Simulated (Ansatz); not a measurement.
**ClH6NSi2Zn: one species, many methods**

How much do the methods differ for ClH6NSi2Zn? The plan is to run it at one geometry with functionals of several rungs and with coupled cluster. The yardstick is the atomisation energy at the CCSD(T) limit.

The runs use Ansatz 0.2.0, Gaussian basis; functionals in def2-TZVPP, the program's frozen cores in correlated methods.

Levels to be run: LDA (SPW92), PBE-D4, revPBE-D4, BLYP-D4, r2SCAN-D4, B97M-V, PBE0-D4, B3LYP-D4, r2SCANh-D4, r2SCAN0-D4, HSE06-D4, BHLYP-D4, CAM-B3LYP-D4, LC-ωPBE, ωB97X-V, ωB97M-V, B2PLYP, PBE-QIDH; CCSD(T)/def2-SVP; CCSD(T)/def2-TZVPP; MP2/def2-QZVPP; extrapolation to the limit; RPA on PBE.

## (1) The relaxed structure

All runs share one geometry, relaxed beforehand with PBE0-D4 in a triple-zeta def2 set.

SMILES `[SiH3][N]([SiH3])[Zn][Cl]`, 11 atoms, charge 0, spin multiplicity 1.

Atoms are counted from 1 here; the program's logs count them from 0.

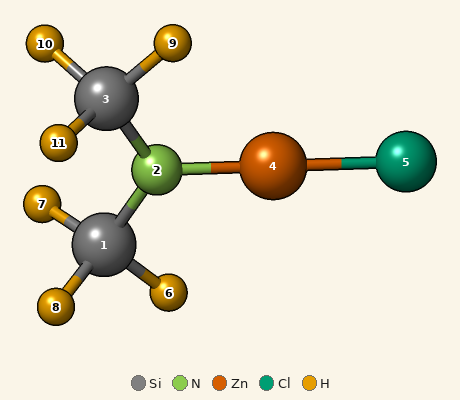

The structure; silicon grey, nitrogen green, zinc orange, chlorine teal, hydrogen amber; atoms are numbered from 1 in the order of the file.

## (2) LDA

This LDA is Slater exchange with PW92 correlation.

The input, in.yaml:

```yaml
crystal:
  periodic: [false, false, false]
  atoms:
    - {symbol: Si, position_ang: [-1.542841, 0.378179, -0.389714]}
    - {symbol: N, position_ang: [0.089749, 0.132458, 0.112768]}
    - {symbol: Si, position_ang: [1.022054, -1.261797, -0.293538]}
    - {symbol: Zn, position_ang: [0.878482, 1.425383, 1.127292]}
    - {symbol: Cl, position_ang: [1.780848, 2.904472, 2.287710]}
    - {symbol: H, position_ang: [-2.017849, 1.670619, 0.181758]}
    - {symbol: H, position_ang: [-2.436764, -0.712006, 0.089854]}
    - {symbol: H, position_ang: [-1.664511, 0.444697, -1.872534]}
    - {symbol: H, position_ang: [2.362231, -1.130072, 0.346147]}
    - {symbol: H, position_ang: [0.381754, -2.514204, 0.195414]}
    - {symbol: H, position_ang: [1.212246, -1.394529, -1.764657]}
basis:
  gaussian: {orbitals: def2-TZVPP}
hamiltonian: {xc: lda}
output: {orbitals: {seedname: orbitals}}
```

On the command line:

```console
$ ansatz run in.yaml --threads 4 --pin off --events-out ev --progress --plain --max-ram 11315MiB
```

The program printed:

```text
Functional definition: SPW92
  name "SPW92"
  cite "Dirac, Proc. Camb. Phil. Soc. 26, 376 (1930) doi:10.1017/S0305004100016108"
  cite "Slater, Phys. Rev. 81, 385 (1951) doi:10.1103/PhysRev.81.385"
  cite "Perdew & Wang, Phys. Rev. B 45, 13244 (1992) doi:10.1103/PhysRevB.45.13244"
  exchange = slater_x
  correlation = pw_c
1878 factors; their error is unknown
mean field evaluation 1: about -78077.5186 eV, gradient 1.1e2 eV
mean field evaluation 2: about -77957.9455 eV, gradient 2.5e2 eV
mean field evaluation 4: about -78091.0528 eV, gradient 4.1e1 eV
mean field evaluation 8: about -78094.2772 eV, gradient 3.2e-1 eV
mean field evaluation 16: about -78094.2281 eV, gradient 2.3e-4 eV
mean field -78094.22806889 eV, -2869.9099473629 hartree, gradient 6.3e-5 eV, S^2 0.000000; 0 other end points of the search recorded, 0 dependent functions left out
reference -78094.22811902 eV, -2869.9099492049 hartree; 44, 44 occupied and 261, 261 virtual orbitals, 1878 factors
Total energy: -78094.22811902 eV, -2869.9099492049 hartree
```

It took 1.7 s on 4 threads of Intel Xeon Platinum 8375C at 2.90GHz, shared host.

With the free atoms at this level, -78057.151 eV in sum, the atomisation energy is 855.0 kcal/mol. HOMO -6.57 eV, LUMO -2.65 eV.

## (3) PBE-D4 (GGA)

Changes to in.yaml since step 2:

```diff
@@ -16,3 +16,3 @@
   gaussian: {orbitals: def2-TZVPP}
-hamiltonian: {xc: lda}
-output: {orbitals: {seedname: orbitals}}
+hamiltonian: {xc: pbe, dispersion: d4}
+output: {forces: true, orbitals: {seedname: orbitals}}
```

Launched as before.

The program printed, cut to the lines that bear on the results:

```text
Functional definition: PBE
  name "PBE"
  cite "Perdew, Burke & Ernzerhof, Phys. Rev. Lett. 77, 3865 (1996) doi:10.1103/PhysRevLett.77.3865"
  parent pbe
[...]
1878 factors; their error is unknown
[...]
mean field -78267.13240838 eV, -2876.2640646402 hartree, gradient 3.0e-5 eV, S^2 0.000000; 0 other end points of the search recorded, 0 dependent functions left out
[...]
reference -78267.13246177 eV, -2876.2640666023 hartree; 44, 44 occupied and 261, 261 virtual orbitals, 1878 factors
Total energy: -78267.44737431 eV, -2876.2756394245 hartree
Atom 0 at    -1.542841     0.378179    -0.389714 Å, force    -0.239303     0.081356    -0.051288 eV/Å
Atom 1 at     0.089749     0.132458     0.112768 Å, force     0.098660     0.162018     0.132841 eV/Å
Atom 2 at     1.022054    -1.261797    -0.293538 Å, force     0.176542    -0.184570    -0.035673 eV/Å
Atom 3 at     0.878482     1.425383     1.127292 Å, force     0.015589     0.025484     0.018443 eV/Å
Atom 4 at     1.780848     2.904472     2.287710 Å, force     0.034679     0.056971     0.046278 eV/Å
Atom 5 at    -2.017849     1.670619     0.181758 Å, force    -0.053994     0.118993     0.048575 eV/Å
Atom 6 at    -2.436764    -0.712006     0.089854 Å, force    -0.090687    -0.119094     0.049561 eV/Å
Atom 7 at    -1.664511     0.444697    -1.872534 Å, force    -0.010832     0.001362    -0.157639 eV/Å
Atom 8 at     2.362231    -1.130072     0.346147 Å, force     0.127887     0.002684     0.055361 eV/Å
Atom 9 at     0.381754    -2.514204     0.195414 Å, force    -0.072730    -0.130621     0.050243 eV/Å
Atom 10 at     1.212246    -1.394529    -1.764657 Å, force     0.014190    -0.014583    -0.156702 eV/Å
Dipole moment:    -0.078086    -0.127868    -0.098516 e Å
```

It took 3 s on 4 threads of Intel Xeon Platinum 8375C at 2.90GHz, shared host.

With the free atoms at this level, -78234.475 eV in sum, the atomisation energy is 760.4 kcal/mol. HOMO -6.45 eV, LUMO -2.36 eV.

## (4) revPBE-D4 (GGA)

Changes to in.yaml since step 3:

```diff
@@ -16,3 +16,3 @@
   gaussian: {orbitals: def2-TZVPP}
-hamiltonian: {xc: pbe, dispersion: d4}
-output: {forces: true, orbitals: {seedname: orbitals}}
+hamiltonian: {xc: {name: revPBE}, dispersion: d4}
+output: {orbitals: {seedname: orbitals}}
```

Same command.

The program printed:

```text
Functional definition: revPBE
  name "revPBE"
  cite "Zhang & Yang, Phys. Rev. Lett. 80, 890 (1998) doi:10.1103/PhysRevLett.80.890"
  cite "Perdew, Burke & Ernzerhof, Phys. Rev. Lett. 77, 3865 (1996) doi:10.1103/PhysRevLett.77.3865"
  parameter kappa = 1.245
  parameter beta = 0.06672455060314922
  exchange = pbe_x(kappa = kappa, mu = beta*pi^2/3)
  correlation = pbe_c(beta = beta)
1878 factors; their error is unknown
mean field evaluation 1: about -78264.9430 eV, gradient 9.9e1 eV
mean field evaluation 2: about -78161.6100 eV, gradient 2.3e2 eV
mean field evaluation 4: about -78278.0540 eV, gradient 3.5e1 eV
mean field evaluation 8: about -78280.3489 eV, gradient 2.4e-1 eV
mean field evaluation 16: about -78280.2998 eV, gradient 3.9e-4 eV
mean field -78280.29975399 eV, -2876.7479556661 hartree, gradient 8.5e-5 eV, S^2 0.000000; 0 other end points of the search recorded, 0 dependent functions left out
reference -78280.29982057 eV, -2876.7479581130 hartree; 44, 44 occupied and 261, 261 virtual orbitals, 1878 factors
Total energy: -78281.12924780 eV, -2876.7784390017 hartree
```

Wall time 2.8 s (4 threads of Intel Xeon Platinum 8375C at 2.90GHz, shared host).

Atomisation energy: 745.9 kcal/mol (free atoms -78248.785 eV, run apart). HOMO -6.40 eV, LUMO -2.22 eV.

## (5) BLYP-D4 (GGA)

Changes to in.yaml since step 4:

```diff
@@ -16,3 +16,3 @@
   gaussian: {orbitals: def2-TZVPP}
-hamiltonian: {xc: {name: revPBE}, dispersion: d4}
+hamiltonian: {xc: {name: BLYP}, dispersion: d4}
 output: {orbitals: {seedname: orbitals}}
```

The command is unchanged.

The program printed:

```text
Functional definition: BLYP
  name "BLYP"
  cite "Becke, Phys. Rev. A 38, 3098 (1988) doi:10.1103/PhysRevA.38.3098"
  cite "Lee, Yang & Parr, Phys. Rev. B 37, 785 (1988) doi:10.1103/PhysRevB.37.785"
  parameter beta = 0.0042
  parameter a = 0.04918
  parameter b = 0.132
  parameter c = 0.2533
  parameter d = 0.349
  exchange = b88_x(beta = beta)
  correlation = lyp_c(a = a, b = b, c = c, d = d)
1878 factors; their error is unknown
mean field evaluation 1: about -78273.7191 eV, gradient 1.1e2 eV
mean field evaluation 2: about -78153.8959 eV, gradient 2.5e2 eV
mean field evaluation 4: about -78288.4114 eV, gradient 3.8e1 eV
mean field evaluation 8: about -78291.2365 eV, gradient 3.1e-1 eV
mean field evaluation 16: about -78291.1868 eV, gradient 3.1e-4 eV
mean field -78291.18684698 eV, -2877.1480489539 hartree, gradient 6.4e-5 eV, S^2 0.000000; 0 other end points of the search recorded, 0 dependent functions left out
reference -78291.18727828 eV, -2877.1480648039 hartree; 44, 44 occupied and 261, 261 virtual orbitals, 1878 factors
Total energy: -78291.85745551 eV, -2877.1726933630 hartree
```

It took 2.4 s on 4 threads of Intel Xeon Platinum 8375C at 2.90GHz, shared host.

Atomisation energy: 752.9 kcal/mol (free atoms -78259.210 eV, run apart). HOMO -6.32 eV, LUMO -2.26 eV.

## (6) r2SCAN-D4 (meta-GGA)

Changes to in.yaml since step 5:

```diff
@@ -16,3 +16,3 @@
   gaussian: {orbitals: def2-TZVPP}
-hamiltonian: {xc: {name: BLYP}, dispersion: d4}
-output: {orbitals: {seedname: orbitals}}
+hamiltonian: {xc: r2scan, dispersion: d4}
+output: {forces: true, orbitals: {seedname: orbitals}}
```

Launched as before.

The program printed, cut to the lines that bear on the results:

```text
Functional definition: r2SCAN
  name "r2SCAN"
  cite "Furness, Kaplan, Ning, Perdew & Sun, J. Phys. Chem. Lett. 11, 8208 (2020) doi:10.1021/acs.jpclett.0c02405"
  cite "Furness, Kaplan, Ning, Perdew & Sun, J. Phys. Chem. Lett. 11, 9248 (2020) doi:10.1021/acs.jpclett.0c03077"
  parent r2scan
[...]
1878 factors; their error is unknown
[...]
mean field -78286.50425155 eV, -2876.9759667460 hartree, gradient 2.1e-5 eV, S^2 0.000000; 0 other end points of the search recorded, 0 dependent functions left out
[...]
reference -78286.50426819 eV, -2876.9759673573 hartree; 44, 44 occupied and 261, 261 virtual orbitals, 1878 factors
Total energy: -78286.58285210 eV, -2876.9788552630 hartree
Atom 0 at    -1.542841     0.378179    -0.389714 Å, force    -0.087278     0.051417    -0.007313 eV/Å
Atom 1 at     0.089749     0.132458     0.112768 Å, force     0.064588     0.105937     0.085615 eV/Å
Atom 2 at     1.022054    -1.261797    -0.293538 Å, force     0.083471    -0.057801    -0.000884 eV/Å
Atom 3 at     0.878482     1.425383     1.127292 Å, force     0.002253     0.003657     0.002116 eV/Å
Atom 4 at     1.780848     2.904472     2.287710 Å, force    -0.063844    -0.104527    -0.080528 eV/Å
Atom 5 at    -2.017849     1.670619     0.181758 Å, force     0.004578    -0.028702    -0.015406 eV/Å
Atom 6 at    -2.436764    -0.712006     0.089854 Å, force     0.017393     0.020182    -0.011315 eV/Å
Atom 7 at    -1.664511     0.444697    -1.872534 Å, force     0.000938    -0.005211     0.028075 eV/Å
Atom 8 at     2.362231    -1.130072     0.346147 Å, force    -0.027124    -0.008431    -0.016646 eV/Å
Atom 9 at     0.381754    -2.514204     0.195414 Å, force     0.011610     0.023842    -0.011507 eV/Å
Atom 10 at     1.212246    -1.394529    -1.764657 Å, force    -0.006585    -0.000362     0.027792 eV/Å
Dipole moment:    -0.083281    -0.136386    -0.105266 e Å
```

It took 5 s on 4 threads of Intel Xeon Platinum 8375C at 2.90GHz, shared host.

Atomisation energy: 768.5 kcal/mol (free atoms -78253.256 eV, run apart). HOMO -6.73 eV, LUMO -2.10 eV.

## (7) B97M-V (meta-GGA)

Changes to in.yaml since step 6:

```diff
@@ -16,3 +16,3 @@
   gaussian: {orbitals: def2-TZVPP}
-hamiltonian: {xc: r2scan, dispersion: d4}
-output: {forces: true, orbitals: {seedname: orbitals}}
+hamiltonian: {xc: {name: B97M-V}}
+output: {orbitals: {seedname: orbitals}}
```

Launched as before.

The program printed, cut to the lines that bear on the results:

```text
Functional definition: B97M-V
  name "B97M-V"
  cite "Mardirossian & Head-Gordon, J. Chem. Phys. 142, 074111 (2015) doi:10.1063/1.4907719"
  cite "Becke, J. Chem. Phys. 107, 8554 (1997) doi:10.1063/1.475007"
  cite "Vydrov & Van Voorhis, J. Chem. Phys. 133, 244103 (2010) doi:10.1063/1.3521275"
  # Of w^i u^j: cxij and so on, Table III.
[...]
  gx(w, u) = cx00 + cx01*u + cx02*u^2 + (cx10 + cx11*u)*w
  gss(w, u) = css00 + css02*u^2 + css10*w + (css32*w^3 + css42*w^4)*u^2
  gos(w, u) = cos00 + cos01*u + cos03*u^3 + cos10*w + cos32*w^3*u^2
[...]
      + integral(e_c_pw_mod_opposite_spin*gos(b97_w_opposite, b97_u_opposite)) + vv10(b, c)
1878 factors; their error is unknown
[...]
mean field -78272.80220084 eV, -2876.4724256699 hartree, gradient 3.2e-5 eV, S^2 0.000000; 0 other end points of the search recorded, 0 dependent functions left out
reference -78272.80228167 eV, -2876.4724286403 hartree; 44, 44 occupied and 261, 261 virtual orbitals, 1878 factors
Total energy: -78272.80228167 eV, -2876.4724286403 hartree
```

It took 8.5 s on 4 threads of Intel Xeon Platinum 8375C at 2.90GHz, shared host; peak memory 0.69 GiB.

Atomisation energy: 768.5 kcal/mol (free atoms -78239.478 eV, run apart). HOMO -6.87 eV, LUMO -2.34 eV.

## (8) PBE0-D4 (hybrid)

Changes to in.yaml since step 7:

```diff
@@ -16,3 +16,3 @@
   gaussian: {orbitals: def2-TZVPP}
-hamiltonian: {xc: {name: B97M-V}}
+hamiltonian: {xc: pbe0, dispersion: d4}
 output: {orbitals: {seedname: orbitals}}
```

Its log isn't repeated here (it stands with the study of this molecule's fields); it ends on a total energy of -78270.791689 eV.

With the free atoms at this level, -78237.923 eV in sum, the atomisation energy is 758.0 kcal/mol. HOMO -7.71 eV, LUMO -1.46 eV.

## (9) B3LYP-D4 (hybrid)

B3LYP here takes the VWN-RPA correlation.

Changes to in.yaml since step 8:

```diff
@@ -16,3 +16,3 @@
   gaussian: {orbitals: def2-TZVPP}
-hamiltonian: {xc: pbe0, dispersion: d4}
-output: {orbitals: {seedname: orbitals}}
+hamiltonian: {xc: {name: B3LYP}, dispersion: d4}
+output: {forces: true, orbitals: {seedname: orbitals}}
```

Launched as before.

The program printed, cut to the lines that bear on the results:

```text
Functional definition: B3LYP
  name "B3LYP"
  cite "Stephens, Devlin, Chabalowski & Frisch, J. Phys. Chem. 98, 11623 (1994) doi:10.1021/j100096a001"
  cite "Becke, Phys. Rev. A 38, 3098 (1988) doi:10.1103/PhysRevA.38.3098"
  cite "Lee, Yang & Parr, Phys. Rev. B 37, 785 (1988) doi:10.1103/PhysRevB.37.785"
  cite "Vosko, Wilk & Nusair, Can. J. Phys. 58, 1200 (1980) doi:10.1139/p80-159"
[...]
1968 factors; their error is unknown
[...]
mean field -78293.04676287 eV, -2877.2163996022 hartree, gradient 1.5e-5 eV, S^2 0.000000; 0 other end points of the search recorded, 0 dependent functions left out
[...]
reference -78293.04708492 eV, -2877.2164114376 hartree; 44, 44 occupied and 261, 261 virtual orbitals, 1968 factors
Total energy: -78293.55740959 eV, -2877.2351655233 hartree
Atom 0 at    -1.542841     0.378179    -0.389714 Å, force    -0.213684     0.057949    -0.051310 eV/Å
Atom 1 at     0.089749     0.132458     0.112768 Å, force    -0.045129    -0.074055    -0.057565 eV/Å
Atom 2 at     1.022054    -1.261797    -0.293538 Å, force     0.144596    -0.171188    -0.037851 eV/Å
Atom 3 at     0.878482     1.425383     1.127292 Å, force    -0.000662    -0.001052    -0.001247 eV/Å
Atom 4 at     1.780848     2.904472     2.287710 Å, force     0.092529     0.151776     0.120390 eV/Å
Atom 5 at    -2.017849     1.670619     0.181758 Å, force     0.023741    -0.091542    -0.044645 eV/Å
Atom 6 at    -2.436764    -0.712006     0.089854 Å, force     0.057984     0.069405    -0.033991 eV/Å
Atom 7 at    -1.664511     0.444697    -1.872534 Å, force     0.006701    -0.008971     0.095341 eV/Å
Atom 8 at     2.362231    -1.130072     0.346147 Å, force    -0.090566    -0.018454    -0.048993 eV/Å
Atom 9 at     0.381754    -2.514204     0.195414 Å, force     0.040480     0.080563    -0.034619 eV/Å
Atom 10 at     1.212246    -1.394529    -1.764657 Å, force    -0.015988     0.005568     0.094490 eV/Å
Dipole moment:    -0.083445    -0.136664    -0.105635 e Å
```

Wall time 11 s (4 threads of Intel Xeon Platinum 8375C at 2.90GHz, shared host); peak memory 1.3 GiB.

Atomisation energy: 762.0 kcal/mol (free atoms -78260.514 eV, run apart). HOMO -7.49 eV, LUMO -1.72 eV.

## (10) r2SCANh-D4 (hybrid)

Changes to in.yaml since step 9:

```diff
@@ -16,3 +16,3 @@
   gaussian: {orbitals: def2-TZVPP}
-hamiltonian: {xc: {name: B3LYP}, dispersion: d4}
-output: {forces: true, orbitals: {seedname: orbitals}}
+hamiltonian: {xc: {name: r2SCANh}, dispersion: d4}
+output: {orbitals: {seedname: orbitals}}
```

The command is unchanged.

The program printed, cut to the lines that bear on the results:

```text
Functional definition: r2SCANh
  name "r2SCANh"
  cite "Bursch, Neugebauer, Ehlert & Grimme, J. Chem. Phys. 156, 134105 (2022) doi:10.1063/5.0086040"
  cite "Furness, Kaplan, Ning, Perdew & Sun, J. Phys. Chem. Lett. 11, 8208 (2020) doi:10.1021/acs.jpclett.0c02405"
  cite "Furness, Kaplan, Ning, Perdew & Sun, J. Phys. Chem. Lett. 11, 9248 (2020) doi:10.1021/acs.jpclett.0c03077"
  parent r2scan
[...]
1900 factors; their error is unknown
[...]
mean field -78285.89357637 eV, -2876.9535248469 hartree, gradient 5.5e-5 eV, S^2 0.000000; 0 other end points of the search recorded, 0 dependent functions left out
reference -78285.89359165 eV, -2876.9535254084 hartree; 44, 44 occupied and 261, 261 virtual orbitals, 1900 factors
Total energy: -78285.97903715 eV, -2876.9566654729 hartree
```

It took 8.5 s on 4 threads of Intel Xeon Platinum 8375C at 2.90GHz, shared host; peak memory 1.3 GiB.

With the free atoms at this level, -78252.789 eV in sum, the atomisation energy is 765.4 kcal/mol. HOMO -7.20 eV, LUMO -1.78 eV.

## (11) r2SCAN0-D4 (hybrid)

Changes to in.yaml since step 10:

```diff
@@ -16,3 +16,3 @@
   gaussian: {orbitals: def2-TZVPP}
-hamiltonian: {xc: {name: r2SCANh}, dispersion: d4}
+hamiltonian: {xc: {name: r2SCAN0}, dispersion: d4}
 output: {orbitals: {seedname: orbitals}}
```

Launched as before.

The program printed, cut to the lines that bear on the results:

```text
Functional definition: r2SCAN0
  name "r2SCAN0"
  cite "Bursch, Neugebauer, Ehlert & Grimme, J. Chem. Phys. 156, 134105 (2022) doi:10.1063/5.0086040"
  cite "Furness, Kaplan, Ning, Perdew & Sun, J. Phys. Chem. Lett. 11, 8208 (2020) doi:10.1021/acs.jpclett.0c02405"
  cite "Furness, Kaplan, Ning, Perdew & Sun, J. Phys. Chem. Lett. 11, 9248 (2020) doi:10.1021/acs.jpclett.0c03077"
  parent r2scan
[...]
2000 factors; their error is unknown
[...]
mean field -78285.03698542 eV, -2876.9220457101 hartree, gradient 6.2e-5 eV, S^2 0.000000; 0 other end points of the search recorded, 0 dependent functions left out
reference -78285.03699867 eV, -2876.9220461972 hartree; 44, 44 occupied and 261, 261 virtual orbitals, 2000 factors
Total energy: -78285.13190968 eV, -2876.9255341124 hartree
```

It took 8.5 s on 4 threads of Intel Xeon Platinum 8375C at 2.90GHz, shared host; peak memory 1.3 GiB.

With the free atoms at this level, -78252.128 eV in sum, the atomisation energy is 761.1 kcal/mol. HOMO -7.91 eV, LUMO -1.32 eV.

## (12) HSE06-D4 (hybrid)

HSE06 is the plane-wave form, built on full-range PBE exchange.

Changes to in.yaml since step 11:

```diff
@@ -16,3 +16,3 @@
   gaussian: {orbitals: def2-TZVPP}
-hamiltonian: {xc: {name: r2SCAN0}, dispersion: d4}
+hamiltonian: {xc: hse06, dispersion: d4}
 output: {orbitals: {seedname: orbitals}}
```

The command is unchanged.

The program printed, cut to the lines that bear on the results:

```text
Functional definition: HSE06
  name "HSE06"
  cite "Heyd, Scuseria & Ernzerhof, J. Chem. Phys. 118, 8207 (2003) doi:10.1063/1.1564060"
  cite "Krukau, Vydrov, Izmaylov & Scuseria, J. Chem. Phys. 125, 224106 (2006) doi:10.1063/1.2404663"
  cite "Heyd & Scuseria, J. Chem. Phys. 120, 7274 (2004) doi:10.1063/1.1668634"
  cite "Ernzerhof & Perdew, J. Chem. Phys. 109, 3313 (1998) doi:10.1063/1.476928"
  cite "Perdew, Burke & Ernzerhof, Phys. Rev. Lett. 77, 3865 (1996) doi:10.1103/PhysRevLett.77.3865"
  parent pbe
[...]
  # The whole range is PBE's own exchange, as in plane waves. The composition of these papers is wPBEh.
[...]
2000 factors; their error is unknown
130 factors; integrals over basis functions are off by at most 7.7e-7 eV
[...]
mean field -78269.82202316 eV, -2876.3629061603 hartree, gradient 8.6e-5 eV, S^2 0.000000; 0 other end points of the search recorded, 0 dependent functions left out
reference -78269.82207640 eV, -2876.3629081166 hartree; 44, 44 occupied and 261, 261 virtual orbitals, 2000 factors
Total energy: -78270.07827984 eV, -2876.3723234196 hartree
```

It took 7 s on 4 threads of Intel Xeon Platinum 8375C at 2.90GHz, shared host; peak memory 1.3 GiB.

With the free atoms at this level, -78237.192 eV in sum, the atomisation energy is 758.4 kcal/mol. HOMO -7.31 eV, LUMO -1.83 eV.

## (13) BHLYP-D4 (hybrid)

Changes to in.yaml since step 12:

```diff
@@ -16,3 +16,3 @@
   gaussian: {orbitals: def2-TZVPP}
-hamiltonian: {xc: hse06, dispersion: d4}
+hamiltonian: {xc: {name: BHLYP}, dispersion: d4}
 output: {orbitals: {seedname: orbitals}}
```

Launched as before.

The program printed:

```text
Functional definition: BHLYP
  name "BHLYP"
  cite "Becke, J. Chem. Phys. 98, 1372 (1993) doi:10.1063/1.464304"
  cite "Becke, Phys. Rev. A 38, 3098 (1988) doi:10.1103/PhysRevA.38.3098"
  cite "Lee, Yang & Parr, Phys. Rev. B 37, 785 (1988) doi:10.1103/PhysRevB.37.785"
  parameter a = 0.5
  exchange = (1 - a)*b88_x + a*exact_x
  correlation = lyp_c
2127 factors; their error is unknown
mean field evaluation 1: about -78281.1698 eV, gradient 6.1e1 eV
mean field evaluation 2: about -78272.9915 eV, gradient 9.0e1 eV
mean field evaluation 4: about -78287.7466 eV, gradient 3.5e0 eV
mean field evaluation 8: about -78288.1123 eV, gradient 2.9e-1 eV
mean field evaluation 16: about -78288.1124 eV, gradient 2.7e-5 eV
mean field -78288.11237612 eV, -2877.0350642341 hartree, gradient 2.7e-5 eV, S^2 0.000000; 0 other end points of the search recorded, 0 dependent functions left out
reference -78288.11259402 eV, -2877.0350722415 hartree; 44, 44 occupied and 261, 261 virtual orbitals, 2127 factors
Total energy: -78288.54694744 eV, -2877.0510344352 hartree
```

Run time: 7 s. Hardware: 4 threads of Intel Xeon Platinum 8375C at 2.90GHz, shared host; peak memory 1.3 GiB.

Atomisation energy: 754.2 kcal/mol (free atoms -78255.841 eV, run apart). HOMO -8.89 eV, LUMO -0.61 eV.

(Part 1 of 2 ends here.)
